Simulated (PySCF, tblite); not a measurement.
# C₆H₇NO₂: a rotation path, then NMR shifts on frames, part 2 of 2

tblite 0.8.0 and PySCF 2.14.0. Atoms count from 0. The steps go on from the part before.

**5. NMR shieldings: image 5, PBE0/pcSseg-1**

What the job is given:

```
{"job": {"kind": "nmr", "xc": "PBE0", "basis": "pcSseg-1", "pop": false}, "charge": 0, "multiplicity": 1}
C      2.089100    -1.120600     0.254200
O      0.812500    -0.805700     0.753500
C      0.135900     0.224100     0.066700
C     -0.045200     1.471300     0.969400
O     -1.445200     1.658100     1.165300
C     -2.097300     0.710100     0.482200
C     -1.315900    -0.139900    -0.201800
C     -1.702000    -1.185100    -1.042600
N     -1.988500    -2.030900    -1.764300
H      2.516100    -1.837100     0.952000
H      2.026000    -1.572500    -0.741000
H      2.732100    -0.235300     0.206900
H      0.661700     0.460500    -0.866400
H      0.363200     2.383800     0.528500
H      0.420600     1.291200     1.942300
H     -3.170700     0.736900     0.551100
```

Level: GIAO PBE0/pcSseg-1 NMR shielding, non-relativistic, gas phase.

Log:

```text
coarse grid: 14096 points
cycle   1  E = -437.2504887988  dE =  1.586e+00  |g| = 7.595e-01  |ddm| = 3.827e+00
cycle   2  E = -437.0078958373  dE =  2.426e-01  |g| = 1.336e+00  |ddm| = 2.058e+00
cycle   3  E = -437.3540117478  dE = -3.461e-01  |g| = 2.251e-01  |ddm| = 1.442e+00
cycle   4  E = -437.3629760671  dE = -8.964e-03  |g| = 1.047e-01  |ddm| = 2.449e-01
cycle   5  E = -437.3651523715  dE = -2.176e-03  |g| = 1.691e-02  |ddm| = 9.323e-02
cycle   6  E = -437.3652099590  dE = -5.759e-05  |g| = 5.402e-03  |ddm| = 2.057e-02
cycle   7  E = -437.3652155110  dE = -5.552e-06  |g| = 1.841e-03  |ddm| = 5.517e-03
final grid: 138264 points
cycle   8  E = -437.4405662444  dE = -1.628e-05  |g| = 1.566e-02  |ddm| = 3.419e-02
cycle   9  E = -437.4404855300  dE =  8.071e-05  |g| = 2.604e-02  |ddm| = 2.991e-02
cycle  10  E = -437.4406101427  dE = -1.246e-04  |g| = 2.488e-03  |ddm| = 2.066e-02
cycle  11  E = -437.4406115336  dE = -1.391e-06  |g| = 4.729e-04  |ddm| = 2.360e-03
cycle  12  E = -437.4406115778  dE = -4.411e-08  |g| = 1.378e-04  |ddm| = 6.039e-04
cycle  13  E = -437.4406115818  dE = -4.062e-09  |g| = 3.313e-05  |ddm| = 1.602e-04
cycle  14  E = -437.4406115820  dE = -1.955e-10  |g| = 1.560e-05  |ddm| = 4.718e-05
converged SCF energy = -437.4406115820

GIAO shielding tensors (ppm)
atom      isotropic    diamagn.    paramagn.     s11        s22        s33       span
  0 C      124.983     244.322    -119.339     92.016     99.914    183.020     91.003
  1 O      286.256     397.304    -111.048    242.849    263.355    352.563    109.714
  2 C       97.319     243.817    -146.498     70.453     89.081    132.423     61.970
  3 C      104.961     248.730    -143.770     71.028     97.611    146.242     75.214
  4 O      174.484     393.840    -219.356     67.813    189.289    266.349    198.536
  5 C       17.543     245.943    -228.400    -85.708     42.780     95.557    181.265
  6 C       91.689     260.194    -168.505      4.713    125.842    144.513    139.800
  7 C       67.911     256.968    -189.058    -44.708    -43.253    291.693    336.402
  8 N      -57.915     341.792    -399.707   -229.514   -166.829    222.599    452.113
  9 H       27.851      28.411      -0.559     24.125     25.060     34.370     10.245
 10 H       27.945      29.920      -1.975     23.398     26.261     34.176     10.778
 11 H       28.350      29.638      -1.289     24.015     26.265     34.769     10.754
 12 H       27.095      32.652      -5.557     25.007     27.457     28.819      3.812
 13 H       26.944      29.638      -2.694     22.696     27.234     30.902      8.206
 14 H       27.261      29.925      -2.663     23.219     27.942     30.623      7.403
 15 H       24.698      28.153      -3.455     22.855     23.667     27.573      4.718
```

Run time: 17 s. Hardware: 1 thread of Intel Xeon 6975P-C, shared host; peak memory 0.9 GiB.

In short: δ C5 169.4, C7 119.0, C6 95.2, C2 89.6, H15 7.02, H13 4.77 ppm.

**6. Shielding tensors: image 6, PBE0/pcSseg-1**

What the job is given:

```
{"job": {"kind": "nmr", "xc": "PBE0", "basis": "pcSseg-1", "pop": false}, "charge": 0, "multiplicity": 1}
C      2.117000    -1.067000     0.299500
O      0.774300    -0.886100     0.678300
C      0.114700     0.173200     0.023100
C     -0.009900     1.423200     0.933500
O     -1.400000     1.647000     1.162800
C     -2.093200     0.718200     0.494000
C     -1.351100    -0.152400    -0.207400
C     -1.786600    -1.181400    -1.044800
N     -2.119400    -2.010700    -1.765600
H      2.522200    -1.819500     0.971600
H      2.188600    -1.422200    -0.734100
H      2.695500    -0.142800     0.400800
H      0.621500     0.398400    -0.924500
H      0.411000     2.327200     0.487000
H      0.471500     1.228900     1.896300
H     -3.163800     0.775100     0.585600
```

With the program's defaults for keys left out, this is: GIAO PBE0/pcSseg-1 NMR shielding, non-relativistic, gas phase.

Log:

```text
coarse grid: 14096 points
cycle   1  E = -437.2504977276  dE =  1.588e+00  |g| = 7.601e-01  |ddm| = 3.826e+00
cycle   2  E = -437.0087733933  dE =  2.417e-01  |g| = 1.335e+00  |ddm| = 2.040e+00
cycle   3  E = -437.3543992334  dE = -3.456e-01  |g| = 2.255e-01  |ddm| = 1.428e+00
cycle   4  E = -437.3633632936  dE = -8.964e-03  |g| = 1.050e-01  |ddm| = 2.459e-01
cycle   5  E = -437.3655557725  dE = -2.192e-03  |g| = 1.648e-02  |ddm| = 9.277e-02
cycle   6  E = -437.3656103976  dE = -5.463e-05  |g| = 5.254e-03  |ddm| = 2.001e-02
cycle   7  E = -437.3656156695  dE = -5.272e-06  |g| = 1.735e-03  |ddm| = 5.250e-03
final grid: 138264 points
cycle   8  E = -437.4406390366  dE = -1.655e-05  |g| = 1.550e-02  |ddm| = 3.259e-02
cycle   9  E = -437.4405618243  dE =  7.721e-05  |g| = 2.561e-02  |ddm| = 2.898e-02
cycle  10  E = -437.4406818221  dE = -1.200e-04  |g| = 2.465e-03  |ddm| = 2.005e-02
cycle  11  E = -437.4406831787  dE = -1.357e-06  |g| = 4.710e-04  |ddm| = 2.332e-03
cycle  12  E = -437.4406832227  dE = -4.396e-08  |g| = 1.362e-04  |ddm| = 6.008e-04
cycle  13  E = -437.4406832266  dE = -3.942e-09  |g| = 3.600e-05  |ddm| = 1.568e-04
cycle  14  E = -437.4406832268  dE = -1.892e-10  |g| = 2.152e-05  |ddm| = 5.204e-05
converged SCF energy = -437.4406832268

GIAO shielding tensors (ppm)
atom      isotropic    diamagn.    paramagn.     s11        s22        s33       span
  0 C      125.742     244.349    -118.607     92.998    101.299    182.928     89.930
  1 O      284.493     397.297    -112.805    241.479    265.568    346.431    104.952
  2 C       97.785     243.992    -146.207     70.192     90.723    132.441     62.248
  3 C      104.877     248.814    -143.937     72.285     97.537    144.808     72.523
  4 O      174.950     393.803    -218.853     68.442    189.416    266.992    198.551
  5 C       17.426     245.851    -228.425    -86.150     42.624     95.805    181.955
  6 C       91.639     259.927    -168.288      5.195    126.352    143.372    138.177
  7 C       68.057     256.744    -188.687    -44.584    -43.063    291.820    336.404
  8 N      -57.880     341.702    -399.582   -229.967   -167.173    223.500    453.466
  9 H       27.860      28.402      -0.542     24.091     25.115     34.376     10.285
 10 H       28.019      29.697      -1.678     23.580     26.226     34.251     10.671
 11 H       28.448      29.728      -1.280     24.084     26.390     34.869     10.785
 12 H       27.071      32.595      -5.524     25.057     27.255     28.900      3.843
 13 H       26.945      29.749      -2.804     22.646     27.275     30.913      8.267
 14 H       27.245      30.028      -2.784     23.136     27.999     30.599      7.462
 15 H       24.688      28.084      -3.396     22.869     23.670     27.525      4.656
```

It took 18 s on 1 thread of Intel Xeon 6975P-C, shared host; peak memory 0.9 GiB.

This run: δ C5 169.5, C7 118.9, C6 95.3, C2 89.1, H15 7.03, H13 4.77 ppm.

**7. Shielding tensors: image 8, PBE0/pcSseg-1**

What the job is given:

```
{"job": {"kind": "nmr", "xc": "PBE0", "basis": "pcSseg-1", "pop": false}, "charge": 0, "multiplicity": 1}
C      2.125500    -0.995100     0.389100
O      0.726200    -0.982900     0.522400
C      0.093800     0.122300    -0.075100
C      0.050800     1.370800     0.845500
O     -1.318900     1.618100     1.163300
C     -2.070100     0.716800     0.519800
C     -1.388400    -0.159900    -0.232600
C     -1.894500    -1.192700    -1.024900
N     -2.290000    -2.033300    -1.698800
H      2.463800    -1.917800     0.855100
H      2.421900    -0.989200    -0.666500
H      2.590100    -0.139300     0.892700
H      0.571100     0.344300    -1.042900
H      0.455300     2.265900     0.366800
H      0.589100     1.180100     1.778200
H     -3.133100     0.801000     0.664100
```

Method: GIAO PBE0/pcSseg-1 NMR shielding, non-relativistic, gas phase.

Log:

```text
coarse grid: 14096 points
cycle   1  E = -437.2503615346  dE =  1.593e+00  |g| = 7.609e-01  |ddm| = 3.820e+00
cycle   2  E = -437.0091628387  dE =  2.412e-01  |g| = 1.334e+00  |ddm| = 2.028e+00
cycle   3  E = -437.3549574891  dE = -3.458e-01  |g| = 2.247e-01  |ddm| = 1.421e+00
cycle   4  E = -437.3637767692  dE = -8.819e-03  |g| = 1.058e-01  |ddm| = 2.459e-01
cycle   5  E = -437.3660071569  dE = -2.230e-03  |g| = 1.602e-02  |ddm| = 9.251e-02
cycle   6  E = -437.3660583977  dE = -5.124e-05  |g| = 5.107e-03  |ddm| = 1.934e-02
cycle   7  E = -437.3660633998  dE = -5.002e-06  |g| = 1.564e-03  |ddm| = 4.858e-03
final grid: 138264 points
cycle   8  E = -437.4414276741  dE = -1.932e-05  |g| = 1.498e-02  |ddm| = 3.428e-02
cycle   9  E = -437.4413579806  dE =  6.969e-05  |g| = 2.455e-02  |ddm| = 2.756e-02
cycle  10  E = -437.4414677476  dE = -1.098e-04  |g| = 2.406e-03  |ddm| = 1.898e-02
cycle  11  E = -437.4414690294  dE = -1.282e-06  |g| = 4.753e-04  |ddm| = 2.293e-03
cycle  12  E = -437.4414690738  dE = -4.440e-08  |g| = 1.467e-04  |ddm| = 6.046e-04
cycle  13  E = -437.4414690779  dE = -4.124e-09  |g| = 6.131e-05  |ddm| = 1.811e-04
cycle  14  E = -437.4414690785  dE = -6.033e-10  |g| = 3.165e-05  |ddm| = 7.532e-05
cycle  15  E = -437.4414690787  dE = -2.110e-10  |g| = 5.939e-06  |ddm| = 2.714e-05
converged SCF energy = -437.4414690787

GIAO shielding tensors (ppm)
atom      isotropic    diamagn.    paramagn.     s11        s22        s33       span
  0 C      127.484     244.525    -117.042     94.583    105.488    182.380     87.798
  1 O      279.372     397.805    -118.433    241.101    268.868    328.147     87.045
  2 C       97.945     244.053    -146.108     71.881     90.442    131.512     59.630
  3 C      106.531     249.040    -142.509     77.100     96.474    146.020     68.920
  4 O      175.929     393.690    -217.761     70.740    190.632    266.413    195.673
  5 C       17.144     245.941    -228.797    -87.218     42.268     96.384    183.602
  6 C       91.305     259.988    -168.682      5.387    126.729    141.800    136.414
  7 C       68.353     256.428    -188.075    -44.233    -42.775    292.067    336.300
  8 N      -58.107     341.599    -399.706   -230.669   -167.819    224.168    454.837
  9 H       27.783      28.422      -0.639     23.806     25.261     34.281     10.476
 10 H       28.377      29.562      -1.185     24.355     26.308     34.469     10.113
 11 H       28.428      29.726      -1.297     23.911     26.588     34.786     10.875
 12 H       26.987      32.215      -5.227     25.186     26.520     29.256      4.070
 13 H       27.123      29.890      -2.766     22.733     27.317     31.321      8.588
 14 H       27.160      30.231      -3.071     22.725     28.080     30.673      7.948
 15 H       24.644      28.033      -3.389     22.857     23.654     27.421      4.564
```

It took 18 s on 1 thread of Intel Xeon 6975P-C, shared host; peak memory 0.96 GiB.

Key values: δ C5 169.8, C7 118.6, C6 95.6, C2 89.0, H15 7.07, H12 4.73 ppm.

**8. Side by side: NMR shifts**

Shifts (ppm) of some atoms, chosen among heavy atoms and hydrogens apart, with basis size and wall time:

```tsv
frame	C5	C0	H12	H10	O4	O1	N8	functions	time
image 0	171.8	59.9	4.84	4.46	164.7	65.4	329.1	188	18 s
image 2	170.3	62.0	4.67	4.07	162.7	56.6	326.9	188	18 s
image 5	169.4	61.9	4.62	3.77	161.6	49.8	325.6	188	17 s
image 6	169.5	61.2	4.65	3.70	161.1	51.6	325.6	188	18 s
image 8	169.8	59.4	4.73	3.34	160.2	56.7	325.8	188	18 s
```

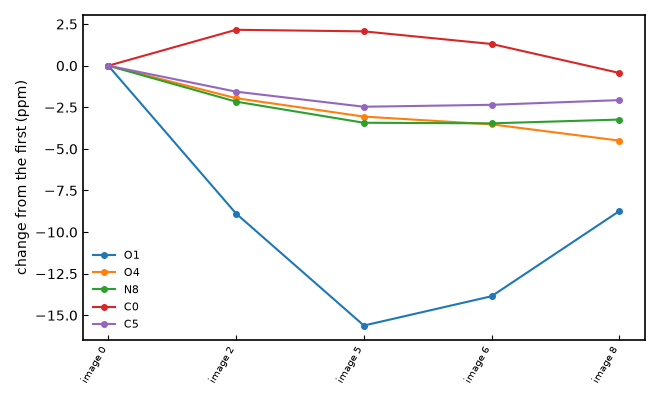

How five of the tabulated atoms move from run to run.

**9. What came out**

The summary covers parts 1 to 2.

| quantity | value |
| --- | --- |
| barrier | 0.092 eV (2.1 kcal/mol) at image 5 |
| end to end (GFN2-xTB) | 0.071 eV |
| 13C shifts against TMS (PBE0/pcSseg-1, image 0) | 171.8, 120.9, 93.6, 88.1, 81.2, 59.9 ppm |
| 1H shifts against TMS (PBE0/pcSseg-1, image 0) | 7.20, 4.84, 4.72, 4.50, 4.46, 3.81, 3.34 ppm |
| 17O shifts against H2O (PBE0/pcSseg-1, image 0) | 164.7, 65.4 ppm |
| 15N shifts against NH3 (PBE0/pcSseg-1, image 0) | 329.1 ppm |
| range of the shift of O1 | 49.8 to 65.4 ppm |

In words: Along the band the dihedral turns by 84°, and the top (dihedral 135°) lies 2.1 kcal/mol above the start (GFN2-xTB, rough), so at room temperature this motion is fast. The top was not checked by a frequency run. Shifts at one fixed geometry are not the observed spectrum, which averages over the motion. In the first frame run (image 0): The largest span, 431 ppm, is at N8, where the paramagnetic term is -403 ppm. Across the 5 runs the shift of O1 moves most, between 49.8 (image 5) and 65.4 ppm (image 0).
